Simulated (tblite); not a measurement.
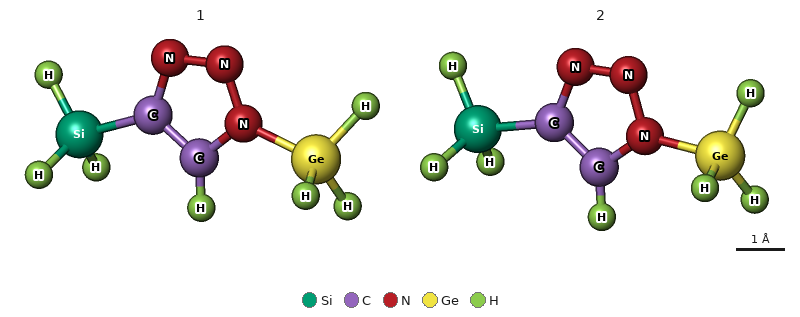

Two geometries of C2H7GeN3Si, drawn at one scale. One is the start of a relaxation, the other its converged end. The picture is a ball-and-stick view, seen at a tilt.

Computed with GFN2-xTB geometry optimisation, gas phase (tblite). 

Which of the two is the end point?

Structure 2 is the relaxed one. The largest move after the best rigid fit is that of an H atom, 0.42 Å. Largest moves by element: H 0.42 Å, N 0.28 Å, C 0.21 Å, Ge 0.12 Å, Si 0.12 Å. Near-neighbour distances that change, for instance: Ge–H 1.565 → 1.481 Å, N–N 1.318 → 1.271 Å, Ge–H 1.523 → 1.496 Å, N–N 1.320 → 1.345 Å. Bond angles that change, for instance: C–N–Ge 122.7° → 137.3°, Ge–N–N 128.5° → 114.4°, H–Ge–H 105.7° → 114.5°. After 52 geometry steps the energy has fallen by 7.42 kcal/mol.
